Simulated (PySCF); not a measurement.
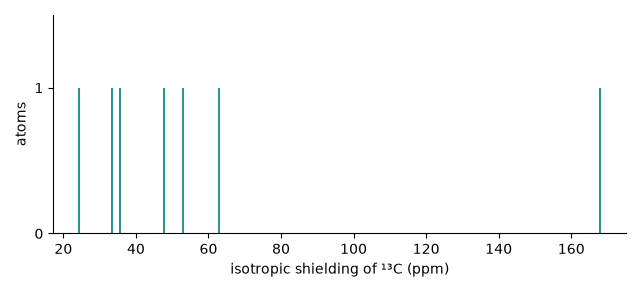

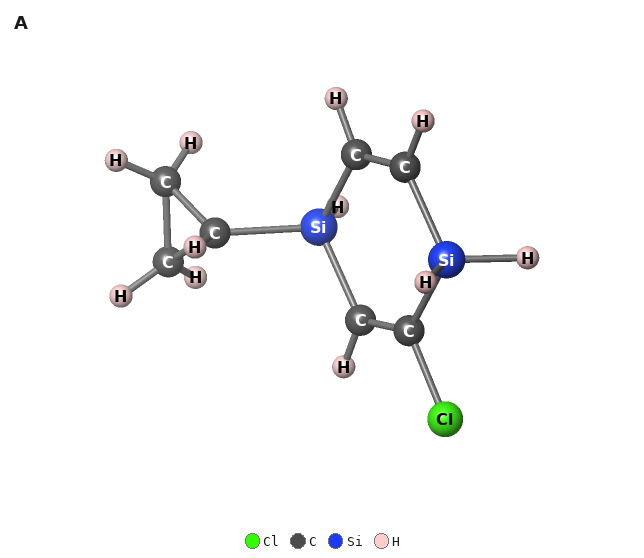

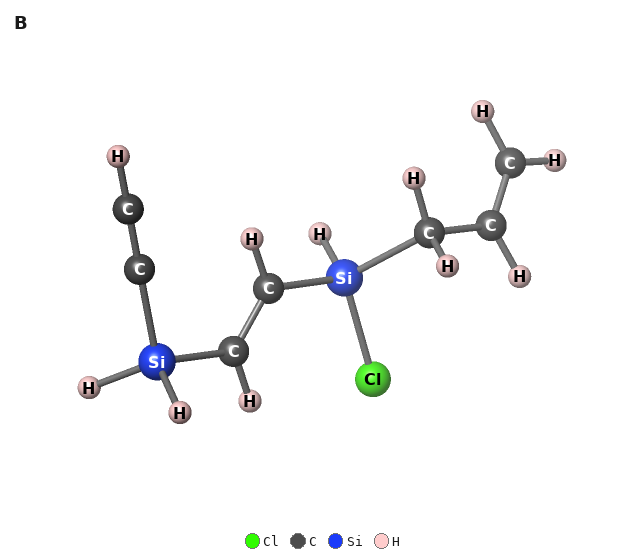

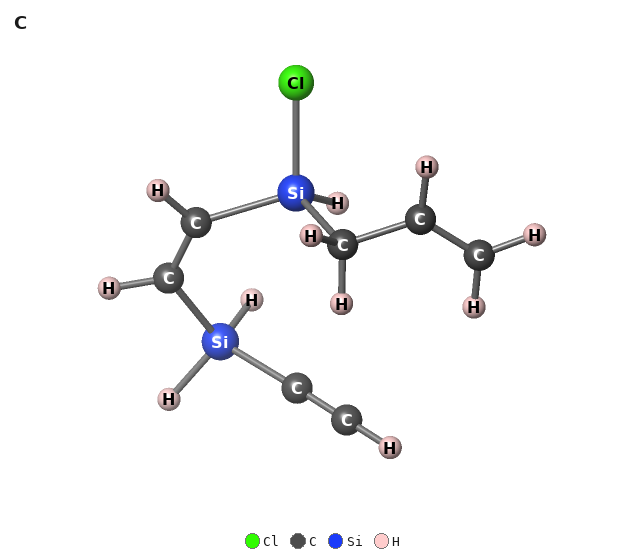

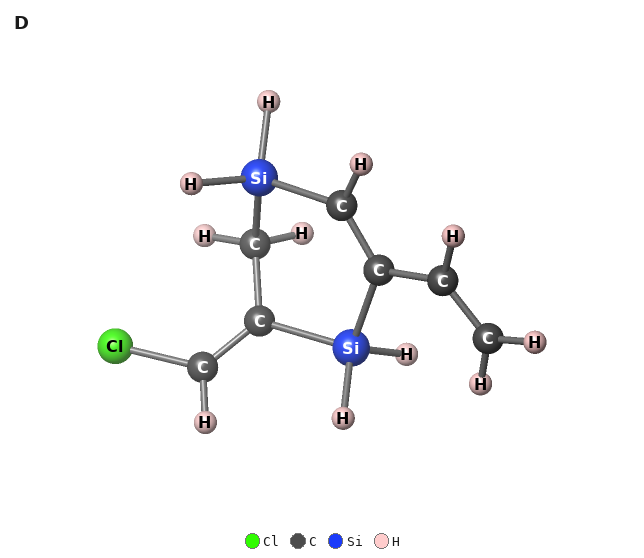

The sticks are computed shieldings of one of the molecules, for one fixed geometry (GFN2-xTB) without averaging over rotations. Low shielding means a high chemical shift. Method: GIAO PBE0/pcSseg-1 NMR shielding, non-relativistic, gas phase (PySCF 2.14.0).

Which molecule gives this pattern?

D, `C=CC1=C[SiH2]C/C(=C\Cl)[SiH2]1`. Its 7 C atoms give lines at 24.4, 33.3, 35.6, 47.7, 52.8, 62.8, 167.9 ppm.

The geometry is semi-empirical. Around Si such bond lengths and angles can be off by a tenth of an ångström or more and by several degrees, and values that hang on the shape move with them.
